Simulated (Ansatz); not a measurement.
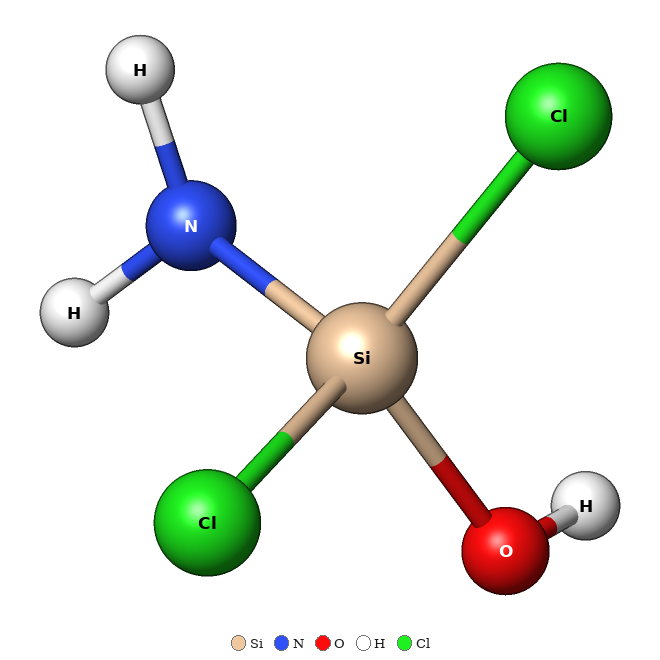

Sticks follow a distance rule. Harmonic vibrations computed with RKS PBE0-D4/def2-TZVP (Ansatz 0.2.0) at a stationary point of the same level.

Question: Is this a minimum or a saddle point?

Answer: A minimum: no imaginary frequency, and the lowest mode lies at 146 cm⁻¹.

Question: List the wavenumbers.

Answer: 18 modes: 146, 188, 223, 262, 277, 291, 380, 433, 502, 587, 820, 859, 900, 978, 1576, 3602, 3699, 3904 cm⁻¹.
